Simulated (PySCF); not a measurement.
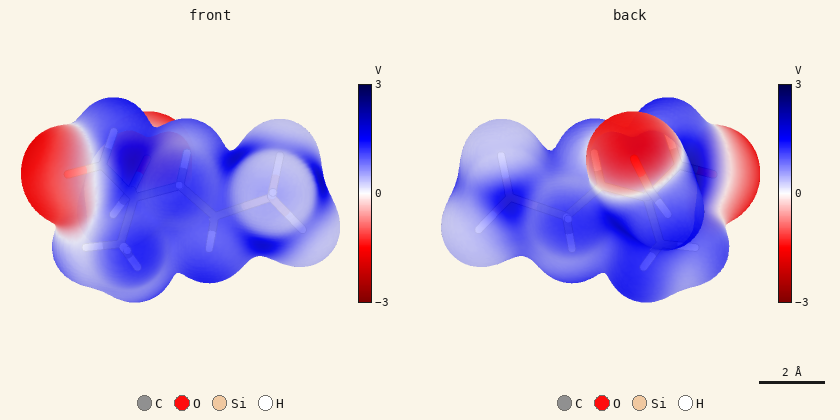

*C$_{6}$H$_{12}$O$_{2}$Si. The electrostatic potential painted on the density surface at 0.004 e/bohr³, seen from the front and from behind; the colour scale runs from red (negative) to blue (positive).*

Geometry: GFN2-xTB.

All numbers below come from PySCF, PBE0/pcSseg-1, SCF density, gas phase, non-relativistic.

```tsv
atom	x (Å)	y (Å)	z (Å)
C	-1.3111	-0.7741	-1.3847
C	-1.1327	-0.1851	0.0109
C	-1.6191	1.2512	0.0697
O	-1.4022	2.0092	0.9711
C	-2.0344	-0.8968	1.0104
O	-2.9054	-1.6630	0.7218
C	0.3153	-0.2639	0.5430
C	1.3293	0.3943	-0.3843
Si	3.0726	0.4470	0.3841
H	-0.8194	-1.7420	-1.4458
H	-2.3690	-0.9209	-1.5918
H	-0.8912	-0.1172	-2.1418
H	-2.2319	1.5469	-0.8020
H	-1.8136	-0.6247	2.0582
H	0.3398	0.2326	1.5153
H	0.5805	-1.3133	0.6899
H	1.0022	1.4117	-0.6074
H	1.3625	-0.1416	-1.3334
H	3.0422	1.2671	1.5945
H	3.9939	1.0179	-0.5987
H	3.4829	-0.9183	0.7206
```

### Which sites attract a positive test charge, and which a negative one?

A positive charge is drawn to the negative regions and a negative charge to the positive ones. The most negative region (about −1.6 V) lies over O4 and O6, the most positive (about +2.0 V) over C3, C5 and Si9.

### How polar is the molecule by this calculation?

Its dipole moment is 2.25 D.
